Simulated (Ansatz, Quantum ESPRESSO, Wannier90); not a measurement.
# Ballistic channels from Wannier functions: straight Sc chain, spacing 2.80 Å, part 5 of 5

Aim: a Wannier model and the conductance steps that follow from it, for this wire: straight Sc chain, spacing 2.80 Å.

Quantum ESPRESSO 7.5 and Wannier90 3.1.0; plane-wave DFT, LDA, GBRV ultrasoft pseudopotentials; cross-check by Ansatz 0.2.0 with PAW datasets.

So far. Step 6 (Wannier functions and transport): At least 2 of the functions sit far from every atom, off the bonds: the outer window has let in states of the vacuum, so the basis is not the atomic one that was projected. Step 10 (Neighbour list from wannier90 -pp, with num_wann = 10): Each Wannier function needs a starting projection, or random ones must be asked for.

## 11. Cross-check with Ansatz

A second code with its own PAW datasets, on the same atoms.

Level of this step: plane-wave DFT, LDA, Ansatz PAW (Ansatz 0.2.0).

System of this step: straight Sc chain, spacing 2.80 Å, 2 periods. The cell holds 2 atoms: 2 Sc. Cell: a = 8.000 Å, b = 8.000 Å, c = 5.600 Å, α = 90.0°, β = 90.0°, γ = 90.0°. Vacuum lies along a and b. The structure's axis is c.

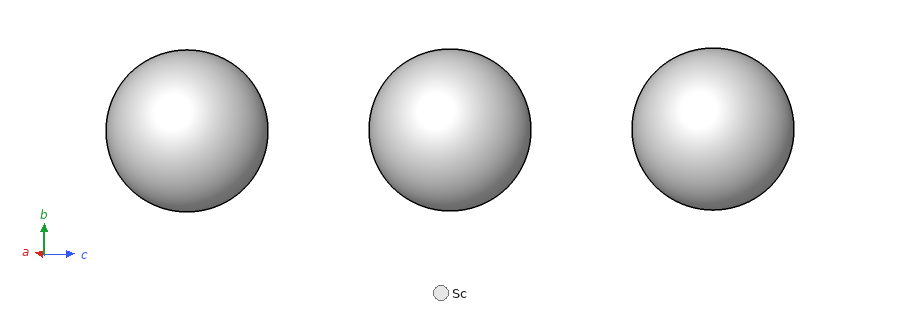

The cell of this step (scandium white). Some periodic images of atoms are drawn too.

input.yaml

```yaml
crystal:
  lattice:
    - [8.0, 0.0, 0.0]
    - [0.0, 8.0, 0.0]
    - [0.0, 0.0, 5.6]
  atoms:
    - { symbol: Sc, position: [0.0, 0.0, 0.0] }
    - { symbol: Sc, position: [0.0, 0.0, 0.5] }
kpoints:
  mp_grid: { grid: [1, 1, 12] }
hamiltonian:
  xc: lda
scf:
  occupations: { method: fermi_dirac, width: 0.05 }
  convergence: { dr2_threshold: 1.0e-08 }
output:
  transmission:
    leads: [[0, 0]]
    e_range: [-4.0, 2.0]
    de: 0.05
    kmesh: [1, 1]
    reduced_basis: true
```

Launch:

```bash
> ansatz run input.yaml --threads 2 --pin off --max-ram 4096MiB --backend cpu --events-out ev --progress --plain --runs-dir out
```

Numbers of over 12 decimals in the logs are rounded to 6 here.

Output:

```text
Engine: ansatz 0.2.0, aarch64-unknown-linux-gnu
Pseudopotentials: kind: paw
Pseudopotential: Sc, paw, valence charge 11, recommended cutoff 420 eV (normal), Sc.paw.azcp
Functional definition: SPW92
  exchange = slater_x
  correlation = pw_c
Crystal: 2 atoms, lattice volume = 358.400 Å³
Basis set: ecut = 420 eV, 7027 PW (Γ)
Bands: 15, of which v1, the nominal top of the filled ones, is band 11 counted from 1 (10 counted from 0)
Symmetry: 32 space group operations
Space group: P4/mmm (ITA 123), of the structure as read, at distance tolerance 7.1e-5 Å
k-points: 7 of 12
Non-local potential: Sc, projectors of the file, l = 0: 3, l = 1: 2, l = 2: 3, l = 3: 1
PAW form: soft (Blöchl's): semilocal exchange-correlation on the pseudo side does not see the compensation charge
PAW frozen core: Sc, regenerated for the run's functional, and the local potential with it (the file was generated under x = pbe(κ = 0.804, μ = 0.219515), c = pbe(β = 0.066725))
PAW one-centre angular grid: Sc, 590 points (default); XC on 64 Gauss nodes
Initial density: superposition of atomic densities (neutral atoms: chi_scale 0, normalization atom), corrected by the library's trained network
Initial wavefunctions: pseudopotential atomic-orbital guess
Functional: x = slater, c = lda
SCF iter   1: F=—  HF=-4171.476047 eV  |F-HF|=—  |Δ(HF+E_count)|=         —  Δρ=4.39e-3  dr2=9.44e-2  ethr=1.77e-3  ⟨swp⟩=6.1  Hψ=519  notcnv=0
preconditioner: auto → LDOS  [metal: Δε(μ)=0.085 eV  Ē_g=1.331 eV  σ=0.050 eV  W_gap=0.35  n_scr=30 (ndim 8)  ℏωp=4.8 eV  f_vac=0.579  D(μ)=6.88/eV (n_scr^D=38)  β→1.0]
SCF iter   2: F=—  HF=-4171.470349 eV  |F-HF|=—  |Δ(HF+E_count)|=   5.70e-3  Δρ=1.47e-3  dr2=1.15e-2  ethr=4.29e-4  ⟨swp⟩=2.0  Hψ=171  notcnv=0
SCF iter   3: F=—  HF=-4171.472373 eV  |F-HF|=—  |Δ(HF+E_count)|=   2.02e-3  Δρ=4.70e-4  dr2=7.08e-4  ethr=5.22e-5  ⟨swp⟩=2.0  Hψ=140  notcnv=0
SCF iter   4: F=—  HF=-4171.472648 eV  |F-HF|=—  |Δ(HF+E_count)|=   2.75e-4  Δρ=1.51e-4  dr2=6.30e-5  ethr=3.22e-6  ⟨swp⟩=2.6  Hψ=166  notcnv=0
SCF iter   5: F=—  HF=-4171.472662 eV  |F-HF|=—  |Δ(HF+E_count)|=   1.39e-5  Δρ=4.50e-5  dr2=5.40e-6  ethr=2.86e-7  ⟨swp⟩=3.0  Hψ=211  notcnv=0
SCF iter   6: F=—  HF=-4171.472695 eV  |F-HF|=—  |Δ(HF+E_count)|=   3.33e-5  Δρ=1.18e-5  dr2=2.95e-7  ethr=2.46e-8  ⟨swp⟩=2.0  Hψ=177  notcnv=0
SCF iter   7: F=—  HF=-4171.472695 eV  |F-HF|=—  |Δ(HF+E_count)|=   2.24e-7  Δρ=2.59e-6  dr2=1.05e-8  ethr=1.34e-9  ⟨swp⟩=2.1  Hψ=139  notcnv=0
SCF iter   8: F=-4171.472695 eV  HF=-4171.472695 eV  |F-HF|=3.72e-10  |Δ(HF+E_count)|=   1.37e-8  Δρ=6.58e-7  dr2=7.92e-10  ethr=4.55e-11  ⟨swp⟩=2.6  Hψ=243  notcnv=0
SCF 1 converged in 8 iterations: F = -4171.472695 eV  dr2 = 7.92e-10
  greatest PAW one-centre occupation: 0.998 electrons in one spin orbital (limit 2), on the Sc atom at site 1 (counted from 0), in its partial waves of l = 0
transmission: 7 of 42 steps passed
transmission: 14 of 42 steps passed
[...]
transmission: 42 of 42 steps passed
SCF converged after 8 iterations
Free energy (F): -4171.472695 eV
Harris-Foulkes:  -4171.472695 eV  (|F-HF|=3.72e-10)
Internal energy: -4171.409281 eV  (E = F + TS)
E sigma→0 (E₀):  -4171.440988 eV
Entropy (-TS):   -0.063415 eV (-31.707 meV/atom)
Fermi energy:    -1.251895 eV
--- Per-component energies (eV) ---
  E_band       = -574.209365
  E_kinetic    = 518.216656
  E_local      = -3975.185645  (includes V_loc(G=0)·N_el)
  E_nonlocal   = 182.206823
  E_hartree    = 1593.798589
  E_xc         = -199.565003
  E_vxc        = -248.417899  (∫ρ·V_xc dr)
  E_paw        = -1822.743886  (= ΣΔE_a)
  E_vpaw       = -238.627333  (= ΣTr[D̂ρ^β])
  E_aug_tail   = 0.000020  (compensation charges beyond the density's cutoff)
  E_ewald      = -468.746679
  E_core_change = 0.609846  (= ΣΔE_core)
  E_smearing   = -0.063415  (= −TS)
  E_closure    = -0.000000  (closes the sum)
  Σ components = -4171.472695   (vs F -4171.472695, Δ=0.00e0)
--- Band table (eV; the first three rows and the last of 7) ---
  k-point 0: bands = [... 7 lower, -29.0467, -3.7960, -1.6026, -1.6026, -1.4656, -0.9266, -0.8450, -0.3497]
  k-point 1: bands = [... 7 lower, -29.0614, -3.7461, -1.5781, -1.5781, -1.4274, -0.9102, -0.8300, -0.3564]
  k-point 2: bands = [... 7 lower, -29.1046, -3.5989, -1.5061, -1.5061, -1.3132, -0.8617, -0.7858, -0.3820]
  k-point 6: bands = [... 7 lower, -29.4690, -2.2185, -2.2185, -0.8729, -0.8729, -0.8729, -0.8729, -0.4231]
--- Transmission ---
  basis      : 561 plane waves across, 7 finite elements along
  points     : 1, standing for a mesh of 1 x 1
  energies   : 121 from -4.000000 to 2.000000 eV about the Fermi level, 0.050000 eV apart; the leads are filled to 0.000000 eV, and channels, transmission and decay are at 0.000000 eV
  crystal 0  : Sc2, at the sites [0, 0], period 5.6000 Å: whole cells are its period
    offset         : up to 0.0000 Å between an atom of the period and one for which it stands
    channels       : 4.000000e0 a spin
    conductance    : none, the energies end too early or step too widely for 300 K: set another output.transmission.e_range or a lower de, or, where they end at an eighth of basis.ecutwfc, a higher one
```

Run time: 33 s. Hardware: 2 threads of Arm Neoverse V1, shared host; peak memory 0.46 GiB.

Read from the output:

- free energy: -4171.4727 eV
- energy at zero smearing: -4171.4410 eV
- smearing term TS: 0.06341 eV
- Fermi energy: -1.252 eV
- symmetry operations: 32
- lead channels at the Fermi level, one spin: 4

Per spin. The open channels by energy, zero at the Fermi level:

| energy (eV) | open channels |
| --- | --- |
| -3.000 | 0 |
| -2.500 | 1 |
| -2.000 | 1 |
| -1.500 | 1 |
| -1.000 | 1 |
| -0.500 | 1 |
| 0.000 | 4 |
| 0.500 | 6 |
| 1.000 | 4 |
| 1.500 | 2 |
| 2.000 | 1 |

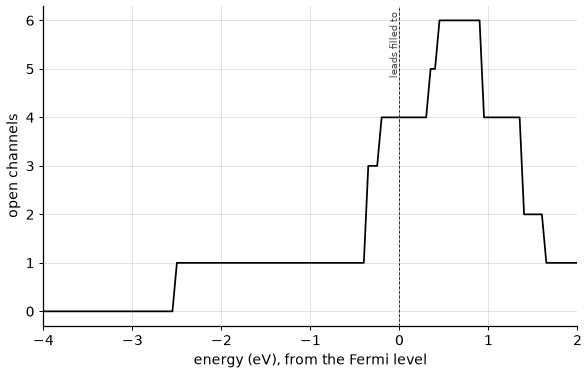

Open channels, plotted against energy.

## 12. By hand

4 channels × 77.48 µS = 310 µS, a two-terminal resistance of 12.906/4 = 3.23 kΩ whatever the wire's length, as long as nothing scatters.

## 13. Results

```
open channels at the Fermi level, per spin : 4
total spread                               : 18.3 Å²
gauge-invariant spread                     : 14.6 Å²
largest band misfit in the frozen window   : 0.0423 eV
channels at the Fermi level by Ansatz      : 4
```

In words: The wire offers 4 channels per spin at the Fermi level. Between -4 and 1.5 eV the channel count from Wannier functions equals that from Ansatz's layer matching at 96 % of the energies; outside the frozen window the Wannier bands are not held to the plane-wave ones. Each plane-wave level in the frozen window has a Wannier level within 0.05 eV; this test doesn't see extra bands that a model may add. At least one function lies in the vacuum, so the spreads don't describe atomic orbitals, though the frozen bands are still reproduced. The wire is perfect, so the conductance only counts bands: each channel, with its partner of the other spin, carries G₀ = 2e²/h. It was run without spin polarisation, which was not tested.

[Logs are printed without paths, hosts, clocks, repeated set-up lines and the standing remarks that a program may print on its own settings, such as how far it seeks lower states.]

[Hosts, paths, dates, database ids (printed as entryN), source tags and the programs' standing remarks are cut or masked in the printed files.]

[Maps of the electrostatic potential energy from Ansatz leave out the sawtooth potential of an applied field or a dipole correction, so their vacuum need not be flat; planar profiles and work functions include it.]
